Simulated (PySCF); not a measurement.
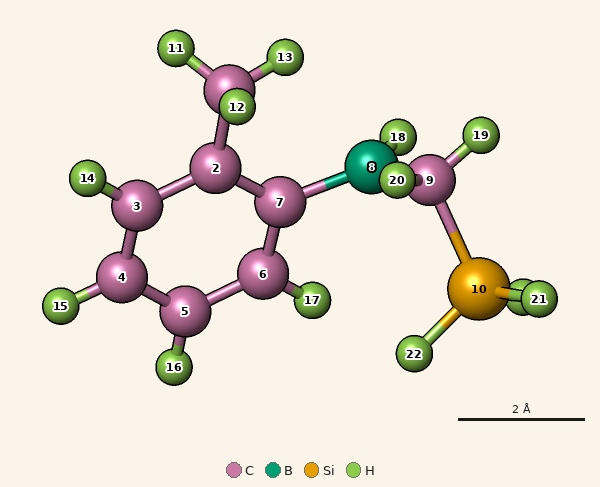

**Figure 1.** The structure as given in the input (ball-and-stick view, seen at a tilt; atoms are numbered from 1 in the order of the input).

# NMR shielding calculation of C8H13BSi

System: C8H13BSi, SMILES Cc1ccccc1BC[SiH3].
Method: GIAO mPW1PW91/pcSseg-1 NMR shielding, non-relativistic, IEF-PCM tetrahydrofuran (PySCF 2.14.0).

The geometry comes from this level: GFN2-xTB. Figures and captions count atoms from 1; the log counts them from 0 in places.

Output:
```
coarse grid: 19464 points
cycle   1  E = -626.7773237462  dE =  1.277e+00  |g| = 4.737e-01  |ddm| = 4.514e+00
cycle   2  E = -626.7798529437  dE = -2.529e-03  |g| = 4.745e-01  |ddm| = 1.053e+00
cycle   3  E = -626.8400689533  dE = -6.022e-02  |g| = 4.605e-02  |ddm| = 5.120e-01
cycle   4  E = -626.8404078506  dE = -3.389e-04  |g| = 3.026e-02  |ddm| = 6.950e-02
cycle   5  E = -626.8406419613  dE = -2.341e-04  |g| = 6.940e-03  |ddm| = 3.310e-02
cycle   6  E = -626.8406538861  dE = -1.192e-05  |g| = 2.517e-03  |ddm| = 9.025e-03
cycle   7  E = -626.8406555898  dE = -1.704e-06  |g| = 2.699e-04  |ddm| = 2.782e-03
final grid: 182640 points
cycle   8  E = -626.8984906254  dE = -4.680e-05  |g| = 5.821e-03  |ddm| = 5.183e-02
cycle   9  E = -626.8984903080  dE =  3.173e-07  |g| = 6.061e-03  |ddm| = 1.377e-02
cycle  10  E = -626.8985000984  dE = -9.790e-06  |g| = 5.491e-04  |ddm| = 6.611e-03
cycle  11  E = -626.8985001631  dE = -6.474e-08  |g| = 2.422e-04  |ddm| = 6.925e-04
cycle  12  E = -626.8985001777  dE = -1.455e-08  |g| = 7.119e-05  |ddm| = 2.721e-04
cycle  13  E = -626.8985001790  dE = -1.318e-09  |g| = 1.817e-05  |ddm| = 8.513e-05
cycle  14  E = -626.8985001791  dE = -8.095e-11  |g| = 2.980e-06  |ddm| = 2.023e-05
```

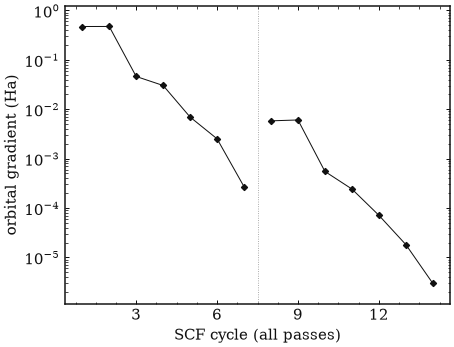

**Figure 2.** Convergence of the self-consistent field: orbital gradient against the SCF cycle. The dotted line marks the change from a coarse to the final integration grid. The first 7 cycles use a coarse grid, the final grid takes over at cycle 8, and the field converges after 14 cycles in all.

```
converged SCF energy = -626.8985001791

GIAO shielding tensors (ppm)
atom      isotropic    diamagn.    paramagn.     s11        s22        s33       span
  0 C      160.464     248.088     -87.625    140.853    158.194    182.344     41.491
  1 C       43.493     260.447    -216.954    -59.487     13.980    175.987    235.474
  2 C       51.404     250.854    -199.450    -55.983     44.194    166.001    221.984
  3 C       52.794     255.625    -202.831    -58.111     38.450    178.044    236.155
  4 C       57.178     254.077    -196.899    -53.100     42.938    181.696    234.796
  5 C       55.363     254.680    -199.317    -54.677     37.324    183.441    238.119
  6 C       32.895     257.338    -224.444    -52.002    -12.791    163.477    215.479
  7 B       18.642     194.191    -175.549    -56.340    -10.522    122.787    179.127
  8 C      163.014     259.356     -96.341    128.299    170.383    190.361     62.062
  9 Si     427.422     879.746    -452.323    395.204    424.857    462.207     67.003
 10 H       29.102      28.644       0.459     24.189     28.227     34.890     10.701
 11 H       28.814      30.668      -1.855     25.452     26.974     34.015      8.562
 12 H       29.981      31.657      -1.676     24.426     31.097     34.420      9.994
 13 H       24.119      32.342      -8.223     20.536     23.369     28.451      7.915
 14 H       24.116      30.040      -5.924     20.815     24.875     26.658      5.842
 15 H       24.215      30.847      -6.632     20.890     24.915     26.839      5.950
 16 H       24.630      33.698      -9.068     21.181     23.657     29.052      7.871
 17 H       23.592      32.025      -8.433     18.479     25.335     26.963      8.484
 18 H       29.671      29.794      -0.123     25.833     27.525     35.654      9.820
 19 H       29.860      35.433      -5.573     25.170     29.405     35.005      9.835
 20 H       27.709      28.274      -0.565     24.342     25.283     33.501      9.158
 21 H       28.241      30.564      -2.324     23.917     28.797     32.009      8.092
 22 H       27.854      28.974      -1.120     24.983     25.549     33.028      8.045
```

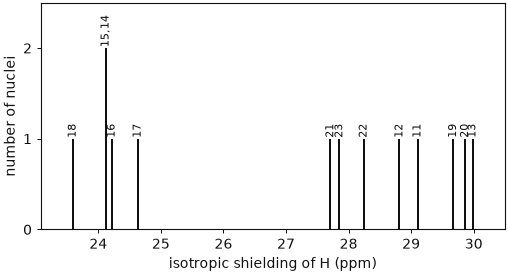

**Figure 3.** Isotropic shieldings of the hydrogen nuclei in this fixed geometry, labelled by atom number; shielding grows to the right, so chemical shift grows to the left. The least shielded is H18 (23.6 ppm), the most shielded H13 (30.0 ppm).

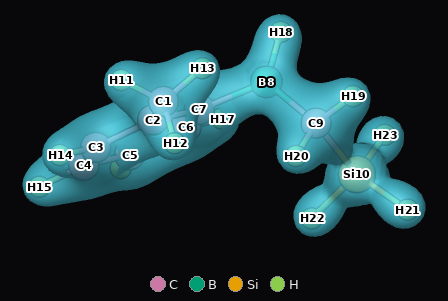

**Figure 4.** Isosurface of the electron density at 0.6 e/Å³ (cyan), seen from the side. At this value the surface is in one piece. On the grid the lowest density along these lines, outside the cores, is 2.1 e/Å³ (C–C, 1.38 Å), 1.3 e/Å³ (C–B, 1.55 Å), 0.72 e/Å³ (C–Si, 1.92 Å) and 1.9 e/Å³ (C–H, 1.08 Å).

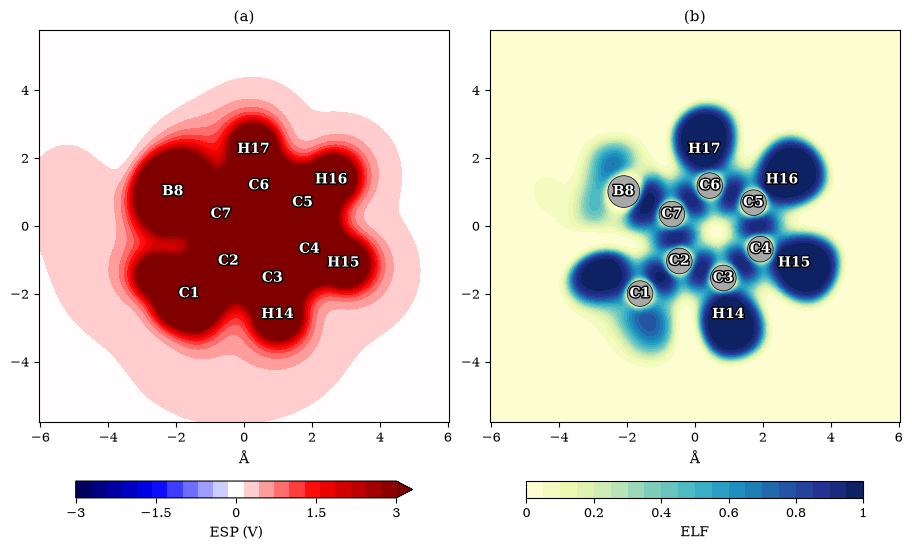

**Figure 5.** (a) electrostatic potential; (b) electron localisation function on the plane of atoms C2, C7 and C6. Grey discs, where drawn, cover atomic cores. The section cuts through C, B and H sites. C–C (1.38 Å): the ELF peaks at about 0.95 between the atoms, which marks a shared electron pair. C–H (1.08 Å): the ELF climbs to about 1 towards the hydrogen, as it does in any bond to H; a covalent bond by its length. The potential has no marked negative region in this plane.

This output came from the following input.

Input:
```
{"job": {"xc": "mPW1PW91", "basis": "pcSseg-1", "solvent": "tetrahydrofuran", "kind": "nmr", "pop": true}, "charge": 0, "multiplicity": 1}
C      1.184776    -2.146533    -0.423000
C      1.336702    -0.659820    -0.265126
C      2.465842    -0.156146     0.367625
C      2.640877     1.205033     0.534022
C      1.683441     2.079884     0.049513
C      0.564703     1.583072    -0.591982
C      0.358076     0.211215    -0.752888
B     -0.979651    -0.254814    -1.419340
C     -2.103718    -0.868439    -0.546300
Si    -3.109969     0.586697     0.191260
H      2.133954    -2.602314    -0.700619
H      0.865935    -2.594146     0.519371
H      0.444654    -2.381571    -1.184051
H      3.215872    -0.843445     0.735168
H      3.521974     1.582026     1.033007
H      1.812788     3.146500     0.165520
H     -0.179438     2.269872    -0.973595
H     -1.171507    -0.032021    -2.557007
H     -2.804659    -1.491953    -1.100879
H     -1.741693    -1.444586     0.304589
H     -4.240574     0.012397     0.929216
H     -2.275546     1.370128     1.104152
H     -3.627590     1.455950    -0.868964
```

The first line tells a small driver script what to run in PySCF; the rest is the geometry in Å.

Run as:
```bash
OMP_NUM_THREADS=1 python <driver script> task.json out
```

Summary:

| quantity | value |
| --- | --- |
| outcome | converged |
| total energy | −626.898500 hartree |
| HOMO | −6.94 eV |
| LUMO | −1.20 eV |
| dipole moment | 1.26 D |
| isotropic shielding, C | 32.9 to 163.0 ppm |
| isotropic shielding, B | 18.6 ppm |
| isotropic shielding, Si | 427.4 ppm |
| isotropic shielding, H | 23.6 to 30.0 ppm |
| hardware | 1 CPU thread, shared host |
| wall time | 96 s |
| peak memory | 1.3 GiB |
